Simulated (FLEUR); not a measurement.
# Cobalt: turning one moment against the others

Wanted: E(θ) and the sizes of the moments of Cobalt for one turned atom.

Calculated with FLEUR MaX-R8.1; PBE; all-electron FLAPW, Dirac cores, scalar-relativistic bands.

**1. Set-up**

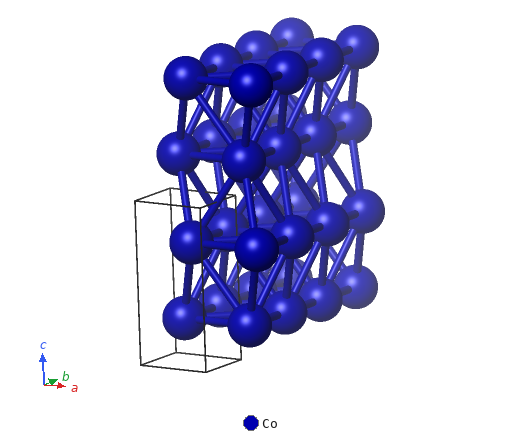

Start, viewed slightly off an axis; cobalt blue. 2×4×2 cells are drawn.

Coordinates:

```xyz
2
Lattice="2.5074 0.0000 0.0000 -1.2537 2.1715 0.0000 0.0000 0.0000 4.0699" Properties=species:S:1:pos:R:3 pbc="T T T"
Co    0.0000    1.4476    1.0175
Co    1.2537    0.7238    3.0524
```

**2. Angle 0°**

The parallel arrangement is the zero of the curve.

inpgen writes inp.xml from crystal.txt; cutoffs, mixing, functional, smearing and local orbitals are then set in the file. The k list scf (kpts.xml, not shown) is a Γ-centred 10×10×6 mesh; where the ranks do not divide the number of points, some are split in two of half the weight.

File inp.xml:

```
<?xml version="1.0" encoding="UTF-8" standalone="no"?>
<fleurInput fleurInputVersion="0.39">
   <comment>
      Co
   </comment>
   <calculationSetup>
      <cutoffs Kmax="3.6" Gmax="10.8" GmaxXC="10.8" numbands="0"/>
      <scfLoop itmax="90" minDistance="0.00002" maxIterBroyd="15" imix="Anderson" alpha="0.05" precondParam="0.0" spinf="2.0" sdNocoIR="T"/>
      <coreElectrons ctail="F" frcor="F" kcrel="0" coretail_lmax="0"/>
      <xcFunctional name="pbe" relativisticCorrections="F"/>
      <magnetism jspins="2" l_noco="T" l_ss="F">
         <qss>0.0 0.0 0.0</qss>
         <mtNocoParams l_mperp="F" l_mtNocoPot="F" l_relaxSQA="F" mag_mixing_scheme="0" mix_RelaxWeightOffD="1.0" l_constrained="F" mix_constr="1.0"/>
         <sourceFreeMag l_sourceFree="F" l_scaleMag="F" mag_scale="1.0"/>
      </magnetism>
      <soc l_soc="F" theta="0.0" phi="0.0" spav="F"/>
      <expertModes spex="0" secvar="F"/>
      <geometryOptimization l_f="F" forcealpha="1.0" forcemix="BFGS" epsdisp="0.00001" epsforce="0.00001"/>
      <ldaU l_linMix="F" mixParam="0.05" spinf="1.0"/>
   </calculationSetup>
   <cell>
      <bzIntegration valenceElectrons="34.0" mode="hist" fermiSmearingEnergy="0.00036749">
         <kPointListSelection listName="scf"/>
         <xi:include xmlns:xi="http://www.w3.org/2001/XInclude" href="kpts.xml"> </xi:include>
      </bzIntegration>
      <xi:include xmlns:xi="http://www.w3.org/2001/XInclude" href="sym.xml"> </xi:include>
      <bulkLattice scale="1.0">
         <bravaisMatrix>
            <row-1>    4.7382992847653478     0.0000000000188973     0.0000000000000000</row-1>
            <row-2>   -2.3691496423921228     4.1034875513345304     0.0000000000000000</row-2>
            <row-3>    0.0000000000000000     0.0000000000000000     7.6909963545095392</row-3>
         </bravaisMatrix>
      </bulkLattice>
   </cell>
   <atomSpecies>
      <species name="Cobalt (Co2.000" element="Co" atomicNumber="27">
         <mtSphere radius="2.3" gridPoints="761" logIncrement="0.016"/>
         <atomicCutoffs lmax="8" lnonsphr="6"/>
         <electronConfig flipSpins="F">
            <coreConfig>(1s1/2) (2s1/2) (2p1/2) (2p3/2)</coreConfig>
            <valenceConfig>(3s1/2) (3p1/2) (3p3/2) (4s1/2) (3d3/2) (3d5/2)</valenceConfig>
            <stateOccupation state="(3d3/2)" spinUp="1.5" spinDown="1.3"/>
            <stateOccupation state="(3d5/2)" spinUp="3.0" spinDown="1.2"/>
         </electronConfig>
         <energyParameters s="4" p="4" d="3" f="4"/>
         <lo type="SCLO" l="0" n="3" eDeriv="0"/>
         <lo type="SCLO" l="1" n="3" eDeriv="0"/>
      </species>
   </atomSpecies>
   <atomGroups>
      <atomGroup species="Cobalt (Co2.000">
         <relPos label="                   1">1.000/3.000 -1.000/3.000 1.000/4.000</relPos>
         <force calculate="T" relaxXYZ="TTT"/>
         <nocoParams  alpha="0.0" beta="0.0"/>
      </atomGroup>
      <atomGroup species="Cobalt (Co2.000">
         <relPos label="                   2">-1.000/3.000 1.000/3.000 -1.000/4.000</relPos>
         <force calculate="T" relaxXYZ="TTT"/>
         <nocoParams  alpha="0.0" beta="0.0"/>
      </atomGroup>
   </atomGroups>
   <output dos="F" band="F" slice="F">
      <bandDOS minEnergy="-.5*Htr" maxEnergy="0.5*Htr" sigma="0.015" storeEVData="T"/>
      <plotting iplot="0" polar="F">
         <plot TwoD="T" vec1="  1.0  0.0  0.0" vec2="  0.0  1.0  0.0" vec3="  0.0  0.0  1.0" zero="  0.0  0.0  0.0" file="plot"/>
      </plotting>
      <moessbauerParams electricFieldGradient="F" isomerShift="F" coreHyperfine="F" valenceHyperfine="F"/>
   </output>
</fleurInput>
```

File crystal.txt:

```
Co
&input film=F cartesian=F /
2.50739999997  0.00000000001  0.00000000000
-1.25369999999  2.17147209742  0.00000000000
0.00000000000  0.00000000000  4.06990000000
1.8897261246
1.0 1.0 1.0

2
27 0.33333333333  0.66666666667  0.25000000000 : 2.000
27 0.66666666667  0.33333333333  0.75000000000 : 2.000

&kpt div1=10 div2=10 div3=6 gamma=T /
```

Command:

```bash
$ OMP_NUM_THREADS=1 inpgen -f crystal.txt -nosym -noco > inpgen.log  # inp.xml is then edited as shown
$ OMP_NUM_THREADS=1 mpirun -n 4 fleur_MPI -warn_only > fleur.log
```

Output:

```text
Welcome to FLEUR        (www.flapw.de)
      MaX-Release 8.1          (www.max-centre.eu)
************FLEUR-Warning*****************
Error message: Noco should be used only with LDA
Hint: GGA calculations and l_noco=T can be very error prone due.
Error from PE:0/4
*****************************************

 ========== k-point set info ==========
 Selected k-point list: scf
 k-point list type: mesh
 0 x 0 x 0
 Number of k points: 600

 ------------Calculation Setup---------------------------
 Number of MPI-tasks      :            4
 Number of PE/node        :            4
 Number of OMP-threads    :            1
 k-points in parallel     :            4
 pe's per k-point         :            1
 No of k-point loops      :          150
 Eigenvalue solver        :       lapack
 Number of basis functions:          272
 Approximate size of matrices (H+S) per k-point:         0.009 GB
 --------------------------------------------------------
 Iteration:     1   Distance:       4.15787095 me/bohr^3
 Iteration:     2   Distance:       3.44211896 me/bohr^3
 Iteration:     3   Distance:       1.57658254 me/bohr^3
 Iteration:     4   Distance:       0.40420653 me/bohr^3
 Iteration:     5   Distance:       0.36240589 me/bohr^3
 Iteration:     6   Distance:       0.20889612 me/bohr^3
 Iteration:     7   Distance:       0.17331075 me/bohr^3
 Iteration:     8   Distance:       0.08025857 me/bohr^3
 Iteration:     9   Distance:       0.06148591 me/bohr^3
 Iteration:    10   Distance:       0.05065777 me/bohr^3
 Iteration:    11   Distance:       0.01573654 me/bohr^3
 Iteration:    12   Distance:       0.01224971 me/bohr^3
 Iteration:    13   Distance:       0.00355143 me/bohr^3
 Iteration:    14   Distance:       0.00086413 me/bohr^3
 Iteration:    15   Distance:       0.00100908 me/bohr^3
 Iteration:    16   Distance:       0.00097273 me/bohr^3
 Iteration:    17   Distance:       0.00024317 me/bohr^3
 Iteration:    18   Distance:       0.00010854 me/bohr^3
 Iteration:    19   Distance:       0.00008758 me/bohr^3
 Iteration:    20   Distance:       0.00003383 me/bohr^3
 Iteration:    21   Distance:       0.00004417 me/bohr^3
 Iteration:    22   Distance:       0.00002558 me/bohr^3
 Iteration:    23   Distance:       0.00001197 me/bohr^3

 ********************************************************************
 Run finished successfully
 Stop message:
   all done
 ********************************************************************

--- out.xml (last complete iteration) ---
<iteration numberForCurrentRun="   23" overallNumber="   23">
         [... left out ...]
         <bandgap value="0.0000000000" units="eV"/>
         <sumValenceSingleParticleEnergies value="-29.4942866042" units="Htr"/>
         <FermiEnergy value="0.3459039478" units="Htr"/>
         <valenceDensity>
            <mtCharges spin="1">
               <mtCharge atomType="1" total="8.8938754" s="1.2119677" p="3.1888464" d="4.4730362" f="0.0149582"/>
               <mtCharge atomType="2" total="8.8938752" s="1.2119677" p="3.1888464" d="4.4730359" f="0.0149582"/>
            </mtCharges>
            <mtCharges spin="2">
               <mtCharge atomType="1" total="7.1699226" s="1.2211569" p="3.2325121" d="2.6973635" f="0.0144885"/>
               <mtCharge atomType="2" total="7.1699228" s="1.2211569" p="3.2325120" d="2.6973639" f="0.0144885"/>
            </mtCharges>
            <spinDependentCharge spin="1" total="18.6617784" interstitial="0.8740278" mtSpheres="17.7877506"/>
            <spinDependentCharge spin="2" total="15.3382216" interstitial="0.9983762" mtSpheres="14.3398454"/>
            <totalCharge value="34.0000000000"/>
         </valenceDensity>
         [... left out ...]
         <magneticMomentsInMTSpheres units="muBohr">
            <globalMagMoment atomType="1" vec="0.00000   0.00000   1.72395"/>
            <localMagMoment atomType="1" vec="0.00000   0.00000   1.72395"/>
            <globalMagMoment atomType="2" vec="0.00000   0.00000   1.72395"/>
            <localMagMoment atomType="2" vec="0.00000   0.00000   1.72395"/>
         </magneticMomentsInMTSpheres>
         [... left out ...]
         <totalEnergy value="    -2786.9522676018" units="Htr">
            <sumOfEigenvalues value="    -1604.7158576672">
               <coreElectrons value="-1575.2215710630"/>
               <valenceElectrons value="-29.4942866042"/>
            </sumOfEigenvalues>
            <densityCoulombPotentialIntegral value="-4277.8653009969"/>
            <densityEffectivePotentialIntegral value="-4432.9075065481"/>
            <chargeDenXCDenIntegral value="-119.3943869917"/>
            <FockExchangeEnergyValence value="0.0000000000"/>
            <FockExchangeEnergyCore value="0.0000000000"/>
         [... left out ...]
            <tkbTimesEntropy value="0.0000359651"/>
            <freeEnergy value="-2786.9523035669"/>
            <extrapolationTo0K value="-2786.9522855843"/>
         </totalEnergy>
         <densityConvergence units="me/bohr^3">
            <chargeDensity distance="0.0000024187"/>
            <overallChargeDensity distance="0.0000024187"/>
            <Magnetization direction="mz" distance="0.0000119702"/>
            <Magnetization direction="mx,my" distance="0.0000000000"/>
         </densityConvergence>
      </iteration>
```

Run time: 4.3 min. Hardware: 4 MPI ranks of Arm Neoverse V1, shared host; peak memory 0.66 GiB.

Spin moment in the muffin-tin sphere by atom:

```tsv
atom	x (μB)	y (μB)	z (μB)	size
Co1	0.00	0.00	1.72	1.72
Co2	0.00	0.00	1.72	1.72
```

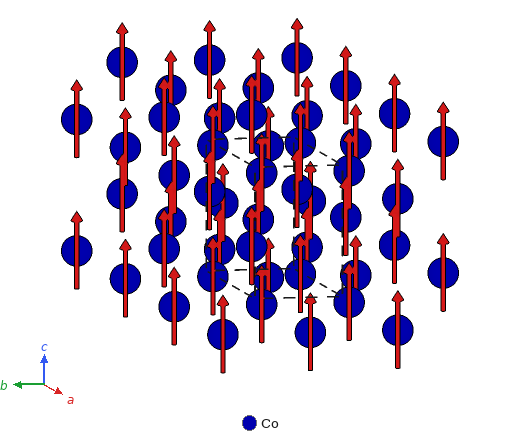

Spin moment in the muffin-tin sphere as arrows, the longest 1.72 μB. 4×3×2 cells are drawn.

Numbers from this step:

- free energy: -75836.8356 eV
- program's band gap on this mesh (in a metal only a level spacing): 0 eV
- final state: ferromagnetic

After 23 cycles the largest moment stands at 1.72 μB.

**3. Angle 30°**

The spin axis of the sphere of atom 2 is set by beta, and so in every cell: a whole sublattice turns. Inside each sphere the magnetisation stays along its axis, and between the spheres it is free.

inp.xml: that of step 2 with these lines changed.

```diff
@@ -58,3 +58,3 @@
          <force calculate="T" relaxXYZ="TTT"/>
-         <nocoParams  alpha="0.0" beta="0.0"/>
+         <nocoParams  alpha="0.0" beta="0.5235988"/>
       </atomGroup>
```

crystal.txt is that of step 2.

Output:

```text
[banner, memory and clock lines left out]
Welcome to FLEUR        (www.flapw.de)
      MaX-Release 8.1          (www.max-centre.eu)
************FLEUR-Warning*****************
Error message: Noco should be used only with LDA
Hint: GGA calculations and l_noco=T can be very error prone due.
Error from PE:0/4
*****************************************

 ========== k-point set info ==========
 Selected k-point list: scf
 k-point list type: mesh
 0 x 0 x 0
 Number of k points: 600

 [... set-up left out ...]
 Iteration:     1   Distance:       4.17689131 me/bohr^3
 Iteration:     2   Distance:       3.45286216 me/bohr^3
 Iteration:     3   Distance:       1.62079254 me/bohr^3
 Iteration:     4   Distance:       0.32938736 me/bohr^3
 Iteration:     5   Distance:       0.32064590 me/bohr^3
 Iteration:     6   Distance:       0.16979988 me/bohr^3
 Iteration:     7   Distance:       0.13883600 me/bohr^3
 Iteration:     8   Distance:       0.05933025 me/bohr^3
[... lines left out ...]
 Iteration:    16   Distance:       0.00027252 me/bohr^3
 Iteration:    17   Distance:       0.00024248 me/bohr^3
 Iteration:    18   Distance:       0.00017389 me/bohr^3
 Iteration:    19   Distance:       0.00008589 me/bohr^3
 Iteration:    20   Distance:       0.00002118 me/bohr^3
 Iteration:    21   Distance:       0.00000251 me/bohr^3

 ********************************************************************
 Run finished successfully
 Stop message:
   all done
 ********************************************************************

--- out.xml (last complete iteration) ---
<iteration numberForCurrentRun="   21" overallNumber="   21">
         [... left out ...]
         <bandgap value="0.0000000000" units="eV"/>
         <sumValenceSingleParticleEnergies value="-29.4948724892" units="Htr"/>
         <FermiEnergy value="0.3455684976" units="Htr"/>
         [... left out ...]
         <magneticMomentsInMTSpheres units="muBohr">
            <globalMagMoment atomType="1" vec="0.00000   0.00000   1.72113"/>
            <globalMagMoment atomType="2" vec="0.86057   0.00000   1.49055"/>
         </magneticMomentsInMTSpheres>
         [... left out ...]
         <totalEnergy value="    -2786.9510780568" units="Htr">
            <sumOfEigenvalues value="    -1604.7181913300">
               <coreElectrons value="-1575.2233188408"/>
               <valenceElectrons value="-29.4948724892"/>
            </sumOfEigenvalues>
         [... left out ...]
            <freeEnergy value="-2786.9511050314"/>
            <extrapolationTo0K value="-2786.9510915441"/>
         </totalEnergy>
         <densityConvergence units="me/bohr^3">
            <chargeDensity distance="0.0000017767"/>
            <overallChargeDensity distance="0.0000017767"/>
            <Magnetization direction="mz" distance="0.0000025111"/>
            <Magnetization direction="mx,my" distance="0.0000010624"/>
         </densityConvergence>
      </iteration>
```

It took 4 min on 4 MPI ranks; peak memory 0.66 GiB.

Spin moment in the muffin-tin sphere by atom:

```tsv
atom	x (μB)	y (μB)	z (μB)	size
Co1	0.00	0.00	1.72	1.72
Co2	0.86	0.00	1.49	1.72
```

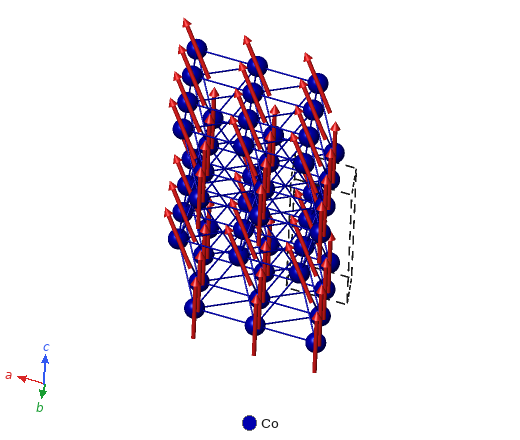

Spin moment in the muffin-tin sphere as arrows, the longest 1.72 μB. 3×4×2 cells are drawn.

Numbers from this step:

| Property | Result |
| --- | --- |
| free energy | -75836.8030 eV |
| program's band gap on this mesh (in a metal only a level spacing) | 0 eV |
| final state | non-collinear |

The turned moment is 1.72 μB, and the energy lies +32.6 meV a cell from the first angle.

**4. Angle 60°**

inp.xml: that of step 3 with these lines changed.

```diff
@@ -58,3 +58,3 @@
          <force calculate="T" relaxXYZ="TTT"/>
-         <nocoParams  alpha="0.0" beta="0.5235988"/>
+         <nocoParams  alpha="0.0" beta="1.0471976"/>
       </atomGroup>
```

crystal.txt is that of step 3.

Output:

```text
[banner, memory and clock lines left out]
Welcome to FLEUR        (www.flapw.de)
      MaX-Release 8.1          (www.max-centre.eu)
************FLEUR-Warning*****************
Error message: Noco should be used only with LDA
Hint: GGA calculations and l_noco=T can be very error prone due.
Error from PE:0/4
*****************************************

 ========== k-point set info ==========
 Selected k-point list: scf
 k-point list type: mesh
 0 x 0 x 0
 Number of k points: 600

 [... set-up left out ...]
 Iteration:     1   Distance:       4.21211420 me/bohr^3
[...]
<coreElectrons value="-1575.2276690882"/>
               <valenceElectrons value="-29.4925273203"/>
            </sumOfEigenvalues>
         [... left out ...]
            <freeEnergy value="-2786.9476847885"/>
            <extrapolationTo0K value="-2786.9476718327"/>
         </totalEnergy>
         <densityConvergence units="me/bohr^3">
            <chargeDensity distance="0.0000120018"/>
            <overallChargeDensity distance="0.0000120018"/>
            <Magnetization direction="mz" distance="0.0000154162"/>
            <Magnetization direction="mx,my" distance="0.0000016206"/>
         </densityConvergence>
      </iteration>
```

It took 3.7 min on 4 MPI ranks; peak memory 0.67 GiB.

Spin moment in the muffin-tin sphere by atom:

```tsv
atom	x (μB)	y (μB)	z (μB)	size
Co1	0.00	0.00	1.68	1.68
Co2	1.46	0.00	0.84	1.68
```

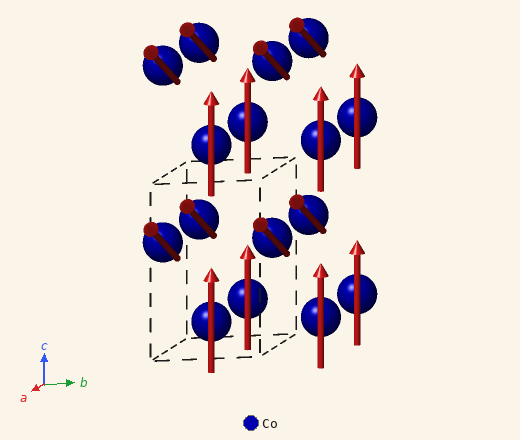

Spin moment in the muffin-tin sphere as arrows, the longest 1.68 μB. 2×2×2 cells are drawn.

Numbers from this step:

```
free energy                                                       : -75836.7099 eV
program's band gap on this mesh (in a metal only a level spacing) : 0 eV
final state                                                       : non-collinear
```

The turned moment is 1.68 μB, and the energy lies +125.7 meV a cell from the first angle.

**5. Angle 90°**

inp.xml: that of step 4 with these lines changed.

```diff
@@ -58,3 +58,3 @@
          <force calculate="T" relaxXYZ="TTT"/>
-         <nocoParams  alpha="0.0" beta="1.0471976"/>
+         <nocoParams  alpha="0.0" beta="1.5707963"/>
       </atomGroup>
```

crystal.txt is that of step 4.

Output:

```text
[banner, memory and clock lines left out]
Welcome to FLEUR        (www.flapw.de)
      MaX-Release 8.1          (www.max-centre.eu)
************FLEUR-Warning*****************
Error message: Noco should be used only with LDA
Hint: GGA calculations and l_noco=T can be very error prone due.
Error from PE:0/4
*****************************************

 ========== k-point set info ==========
 Selected k-point list: scf
 k-point list type: mesh
 0 x 0 x 0
 Number of k points: 600

 [... set-up left out ...]
 Iteration:     1   Distance:       4.38072547 me/bohr^3
[...]
<coreElectrons value="-1575.2376150020"/>
               <valenceElectrons value="-29.4892183545"/>
            </sumOfEigenvalues>
         [... left out ...]
            <freeEnergy value="-2786.9428280050"/>
            <extrapolationTo0K value="-2786.9428038843"/>
         </totalEnergy>
         <densityConvergence units="me/bohr^3">
            <chargeDensity distance="0.0000127059"/>
            <overallChargeDensity distance="0.0000127059"/>
            <Magnetization direction="mz" distance="0.0000112727"/>
            <Magnetization direction="mx,my" distance="0.0000029929"/>
         </densityConvergence>
      </iteration>
```

Wall time 4.3 min (4 MPI ranks); peak memory 0.66 GiB; 17 min of CPU time.

Read from the output:

| Item | Value |
| --- | --- |
| free energy | -75836.5777 eV |
| program's band gap on this mesh (in a metal only a level spacing) | 0 eV |
| final state | non-collinear |
| largest moment | 1.586 μB |

The turned moment is 1.59 μB, and the energy lies +257.8 meV a cell from the first angle.

**6. Angle 120°**

inp.xml: that of step 5 with these lines changed.

```diff
@@ -58,3 +58,3 @@
          <force calculate="T" relaxXYZ="TTT"/>
-         <nocoParams  alpha="0.0" beta="1.5707963"/>
+         <nocoParams  alpha="0.0" beta="2.0943951"/>
       </atomGroup>
```

crystal.txt is that of step 5.

Output:

```text
[banner, memory and clock lines left out]
Welcome to FLEUR        (www.flapw.de)
      MaX-Release 8.1          (www.max-centre.eu)
************FLEUR-Warning*****************
Error message: Noco should be used only with LDA
Hint: GGA calculations and l_noco=T can be very error prone due.
Error from PE:0/4
*****************************************

 ========== k-point set info ==========
 Selected k-point list: scf
 k-point list type: mesh
 0 x 0 x 0
 Number of k points: 600

 [... set-up left out ...]
 Iteration:     1   Distance:       5.33724757 me/bohr^3
[...]
<coreElectrons value="-1575.2688094453"/>
               <valenceElectrons value="-29.5036911769"/>
            </sumOfEigenvalues>
         [... left out ...]
            <freeEnergy value="-2786.9381998366"/>
            <extrapolationTo0K value="-2786.9381631479"/>
         </totalEnergy>
         <densityConvergence units="me/bohr^3">
            <chargeDensity distance="0.0000078380"/>
            <overallChargeDensity distance="0.0000078380"/>
            <Magnetization direction="mz" distance="0.0000132444"/>
            <Magnetization direction="mx,my" distance="0.0000002545"/>
         </densityConvergence>
      </iteration>
```

Elapsed: 5.4 min, on 4 MPI ranks; peak memory 0.67 GiB.

Read from the output:

```
free energy                                                       : -75836.4518 eV
program's band gap on this mesh (in a metal only a level spacing) : 0.003189 eV
final state                                                       : non-collinear
largest moment                                                    : 1.422 μB
```

The turned moment is 1.42 μB, and the energy lies +383.8 meV a cell from the first angle.

(Part 1 of 2 ends here.)

[Logs and program files are shortened in this print: banners, set-up blocks, solver, clock and traceback lines can be left out without a mark of their own.]

[Logs are printed without paths, hosts, clocks, repeated set-up lines and the standing remarks that a program may print on its own settings, such as how far it seeks lower states.]

[Hosts, paths, dates, database ids (printed as entryN), source tags and the programs' standing remarks are cut or masked in the printed files.]

[Where a cell is said to come from a database of computed structures, the database is the Materials Project.]
